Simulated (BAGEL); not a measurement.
# C2H4F2O (SMILES COC(F)F): levels of theory compared

Wanted: a comparison of 3 runs (HF/STO-3G, HF/6-31G*, HF/cc-pVDZ) of C2H4F2O. 

The results are computed with BAGEL 1.2.2.

**1. Starting point**

The species is C2H4F2O (9 atoms), meant as a singlet with charge 0. As SMILES, `COC(F)F`. The C3–F4 distance was set to 2.041 Å, away from the relaxed value. At this shape a bond of the SMILES string is far longer than usual.

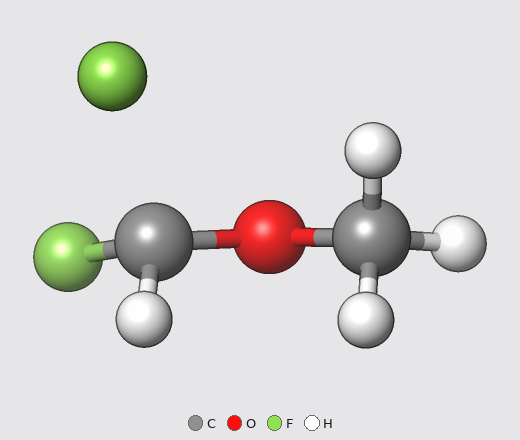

Viewed from a chosen angle; carbon grey, oxygen red, fluorine green, hydrogen white.

**2. The energy at HF/STO-3G (density fitting with qzvpp-jkfit) (run 1)**

The input, input.json:

```json
{ "bagel": [

{
  "title": "molecule",
  "basis": "sto-3g",
  "df_basis": "qzvpp-jkfit",
  "angstrom": "true",
  "geometry": [
    { "atom": "C", "xyz": [      -0.448805,       0.180274,      -1.380581 ] },
    { "atom": "O", "xyz": [       0.789895,       0.580374,      -0.821681 ] },
    { "atom": "C", "xyz": [       0.715795,       0.926274,       0.480619 ] },
    { "atom": "F", "xyz": [       0.382200,      -0.706300,       1.658700 ] },
    { "atom": "F", "xyz": [       1.900495,       1.435774,       0.830219 ] },
    { "atom": "H", "xyz": [      -1.210405,       0.956074,      -1.241081 ] },
    { "atom": "H", "xyz": [      -0.274705,       0.037274,      -2.444581 ] },
    { "atom": "H", "xyz": [      -0.797505,      -0.755826,      -0.937881 ] },
    { "atom": "H", "xyz": [      -0.079005,       1.653074,       0.697819 ] }
  ]
},

{ "title": "hf" },

{ "title": "print", "file": "orbitals.molden", "orbitals": "true" }

]}
```

Run with:

```console
$ BAGEL_NUM_THREADS=1 BAGEL input.json > input.out
```

What it wrote:

```text
* using 1 threads per process

  ===============================================================
  ===============================================================

  *** Geometry ***

  { "atom" : "C", "xyz" : [     -0.848119,      0.340668,     -2.608920 ] },
  { "atom" : "O", "xyz" : [      1.492685,      1.096748,     -1.552752 ] },
  { "atom" : "C", "xyz" : [      1.352657,      1.750404,      0.908238 ] },
  { "atom" : "F", "xyz" : [      0.722253,     -1.334714,      3.134489 ] },
  { "atom" : "F", "xyz" : [      3.591415,      2.713220,      1.568887 ] },
  { "atom" : "H", "xyz" : [     -2.287334,      1.806718,     -2.345303 ] },
  { "atom" : "H", "xyz" : [     -0.519117,      0.070438,     -4.619589 ] },
  { "atom" : "H", "xyz" : [     -1.507066,     -1.428304,     -1.772338 ] },
  { "atom" : "H", "xyz" : [     -0.149298,      3.123857,      1.318687 ] },

  Number of auxiliary basis functions:      453

  Since a DF basis is specified, we compute 2- and 3-index integrals:
    o Being stored without compression. Storage requirement is 0.003 GB

  Number of basis functions:       29
  Number of electrons      :       42

    * METHOD: MOLECULE                             0.13

  *** RHF ***

  === Nuclear Repulsion ===
   181.8557783687

      * DIIS with orbital gradients will be used.

  === RHF iteration (sto-3g) ===
      0       -346.56612869          0.02734803           0.02
      1       -346.76934486          0.02043582           0.02
      2       -346.87547045          0.00233453           0.02
      3       -346.87754101          0.00088927           0.02
      4       -346.87784944          0.00020985           0.02
      5       -346.87787152          0.00006386           0.02
      6       -346.87787359          0.00001465           0.02
      7       -346.87787371          0.00000558           0.02
      8       -346.87787373          0.00000352           0.02
      9       -346.87787374          0.00000211           0.02
     10       -346.87787375          0.00000102           0.02
     11       -346.87787375          0.00000024           0.02
     12       -346.87787375          0.00000008           0.02
     13       -346.87787375          0.00000003           0.02
     14       -346.87787375          0.00000001           0.02
    * SCF iteration converged.

    * Permanent dipole moment:
           (    0.734258,    -0.414124,     0.585295) a.u.

    * METHOD: HF                                   0.31

    * METHOD: PRINT                                0.00

  ===============================================================
```

Run time: 0.57 s. Hardware: 1 thread of Arm Neoverse V2, shared host.

**3. A single-point energy at HF/6-31G(d) (density fitting with qzvpp-jkfit, spherical functions) (run 2)**

The input, input.json:

```json
{ "bagel" : [

{
  "title" : "molecule",
  "basis" : "6-31gs.json",
  "df_basis" : "qzvpp-jkfit",
  "angstrom" : true,
  "geometry" : [
    { "atom" : "C", "xyz" : [      -0.448805,       0.180274,      -1.380581 ] },
    { "atom" : "O", "xyz" : [       0.789895,       0.580374,      -0.821681 ] },
    { "atom" : "C", "xyz" : [       0.715795,       0.926274,       0.480619 ] },
    { "atom" : "F", "xyz" : [       0.382200,      -0.706300,       1.658700 ] },
    { "atom" : "F", "xyz" : [       1.900495,       1.435774,       0.830219 ] },
    { "atom" : "H", "xyz" : [      -1.210405,       0.956074,      -1.241081 ] },
    { "atom" : "H", "xyz" : [      -0.274705,       0.037274,      -2.444581 ] },
    { "atom" : "H", "xyz" : [      -0.797505,      -0.755826,      -0.937881 ] },
    { "atom" : "H", "xyz" : [      -0.079005,       1.653074,       0.697819 ] }
  ]
},

{
  "title" : "hf",
  "charge" : 0
},

{
  "title" : "print",
  "file" : "orbitals.molden",
  "orbitals" : true
}

]}
```

The basis set 6-31G* is read from a file made from the Basis Set Exchange's data (not shown).

Run with:

```console
$ BAGEL_NUM_THREADS=1 BAGEL input.json > input.out
```

What it wrote:

```text
* using 1 threads per process

  ===============================================================
  ===============================================================

  *** Geometry ***

  { "atom" : "C", "xyz" : [     -0.848119,      0.340668,     -2.608920 ] },
  { "atom" : "O", "xyz" : [      1.492685,      1.096748,     -1.552752 ] },
  { "atom" : "C", "xyz" : [      1.352657,      1.750404,      0.908238 ] },
  { "atom" : "F", "xyz" : [      0.722253,     -1.334714,      3.134489 ] },
  { "atom" : "F", "xyz" : [      3.591415,      2.713220,      1.568887 ] },
  { "atom" : "H", "xyz" : [     -2.287334,      1.806718,     -2.345303 ] },
  { "atom" : "H", "xyz" : [     -0.519117,      0.070438,     -4.619589 ] },
  { "atom" : "H", "xyz" : [     -1.507066,     -1.428304,     -1.772338 ] },
  { "atom" : "H", "xyz" : [     -0.149298,      3.123857,      1.318687 ] },

  Number of auxiliary basis functions:      453

  Since a DF basis is specified, we compute 2- and 3-index integrals:
    o Being stored without compression. Storage requirement is 0.022 GB

  Number of basis functions:       78
  Number of electrons      :       42

    * METHOD: MOLECULE                             0.17

  *** RHF ***

  === Nuclear Repulsion ===
   181.8557783687

      * DIIS with orbital gradients will be used.

  === RHF iteration (6-31gs.json) ===
      0       -351.31011951          0.02651080           0.05
      1       -351.44565141          0.02245655           0.04
      2       -351.66071272          0.00261146           0.04
      3       -351.66460866          0.00136378           0.04
      4       -351.66564002          0.00029201           0.04
      5       -351.66575770          0.00012566           0.04
      6       -351.66577715          0.00005129           0.04
      7       -351.66578110          0.00001550           0.04
      8       -351.66578129          0.00000652           0.05
      9       -351.66578132          0.00000263           0.04
     10       -351.66578133          0.00000130           0.05
     11       -351.66578133          0.00000036           0.05
     12       -351.66578133          0.00000014           0.05
     13       -351.66578133          0.00000006           0.04
     14       -351.66578133          0.00000002           0.04
     15       -351.66578133          0.00000001           0.04
    * SCF iteration converged.

    * Permanent dipole moment:
           (    0.978813,    -1.224990,     1.494761) a.u.

    * METHOD: HF                                   0.84

    * METHOD: PRINT                                0.01

  ===============================================================
```

Wall time 1.2 s (1 thread of Arm Neoverse V2, shared host).

**4. A single-point energy at HF/cc-pVDZ (density fitting with qzvpp-jkfit) (run 3)**

Changes to input.json since step 3:

```diff
@@ -4,3 +4,3 @@
   "title" : "molecule",
-  "basis" : "6-31gs.json",
+  "basis" : "cc-pvdz.json",
   "df_basis" : "qzvpp-jkfit",
@@ -20,12 +20,5 @@
 
-{
-  "title" : "hf",
-  "charge" : 0
-},
+{ "title" : "hf" },
 
-{
-  "title" : "print",
-  "file" : "orbitals.molden",
-  "orbitals" : true
-}
+{ "title" : "print", "file" : "orbitals.molden", "orbitals" : true }
```

The basis set cc-pVDZ is read from a file made from the Basis Set Exchange's data (not shown).

Run with:

```console
$ BAGEL_NUM_THREADS=1 BAGEL input.json > input.out
```

What it wrote:

```text
* using 1 threads per process

  ===============================================================
  ===============================================================

  *** Geometry ***

  { "atom" : "C", "xyz" : [     -0.848119,      0.340668,     -2.608920 ] },
  { "atom" : "O", "xyz" : [      1.492685,      1.096748,     -1.552752 ] },
  { "atom" : "C", "xyz" : [      1.352657,      1.750404,      0.908238 ] },
  { "atom" : "F", "xyz" : [      0.722253,     -1.334714,      3.134489 ] },
  { "atom" : "F", "xyz" : [      3.591415,      2.713220,      1.568887 ] },
  { "atom" : "H", "xyz" : [     -2.287334,      1.806718,     -2.345303 ] },
  { "atom" : "H", "xyz" : [     -0.519117,      0.070438,     -4.619589 ] },
  { "atom" : "H", "xyz" : [     -1.507066,     -1.428304,     -1.772338 ] },
  { "atom" : "H", "xyz" : [     -0.149298,      3.123857,      1.318687 ] },

  Number of auxiliary basis functions:      453

  Since a DF basis is specified, we compute 2- and 3-index integrals:
    o Being stored without compression. Storage requirement is 0.029 GB

  Number of basis functions:       90
  Number of electrons      :       42

    * METHOD: MOLECULE                             0.19

  *** RHF ***

  === Nuclear Repulsion ===
   181.8557783687

      * DIIS with orbital gradients will be used.

  === RHF iteration (cc-pvdz.json) ===
      0       -351.34598243          0.01817391           0.05
      1       -351.48397369          0.01599161           0.05
      2       -351.69153489          0.00204188           0.05
      3       -351.69536800          0.00099122           0.05
      4       -351.69647397          0.00023649           0.06
      5       -351.69659183          0.00010013           0.05
      6       -351.69661371          0.00004154           0.05
      7       -351.69661861          0.00001262           0.05
      8       -351.69661885          0.00000561           0.05
      9       -351.69661889          0.00000194           0.05
     10       -351.69661890          0.00000090           0.05
     11       -351.69661890          0.00000030           0.05
     12       -351.69661890          0.00000012           0.05
     13       -351.69661890          0.00000005           0.07
     14       -351.69661890          0.00000002           0.06
     15       -351.69661890          0.00000001           0.06
    * SCF iteration converged.

    * Permanent dipole moment:
           (    0.985976,    -1.268661,     1.555000) a.u.

    * METHOD: HF                                   1.00

    * METHOD: PRINT                                0.01

  ===============================================================
```

It took 1.4 s on 1 thread of Arm Neoverse V2, shared host.

**5. All runs side by side**

| run | level | energy (Eh) | dipole moment (D) | HOMO energy (eV) | LUMO energy (eV) | wall time |
| --- | --- | --- | --- | --- | --- | --- |
| 1 | HF/STO-3G (density fitting with qzvpp-jkfit) | -346.877874 | 2.61 | -7.54 | 5.78 | 0.57 s |
| 2 | HF/6-31G* (density fitting with qzvpp-jkfit, spherical functions) | -351.665781 | 5.51 | -12.46 | 2.25 | 1.2 s |
| 3 | HF/cc-pVDZ (density fitting with qzvpp-jkfit) | -351.696619 | 5.68 | -12.54 | 2.06 | 1.4 s |

**6. Outcome**

| quantity | value |
| --- | --- |
| run 3: total energy | -351.69662 Eh |
| run 3: dipole moment | 5.68 D |
| run 3: HOMO energy | -12.54 eV |
| run 3: LUMO energy | 2.06 eV |
| run 3: HOMO–LUMO gap | 14.60 eV |

**Reading.** The dipole moment (its size) runs from 2.61 D (HF/STO-3G) to 5.68 D (HF/cc-pVDZ). The HOMO–LUMO gap runs from 13.33 eV (HF/STO-3G) to 14.71 eV (HF/6-31G*). In run 1 the basis is minimal, so the values are rough. In all runs a closed-shell determinant meets a far-stretched bond; if it breaks into open shells, such a determinant describes it badly, and no broken-symmetry solution was shown. All runs together took 3.1 s, the longest 1.4 s.
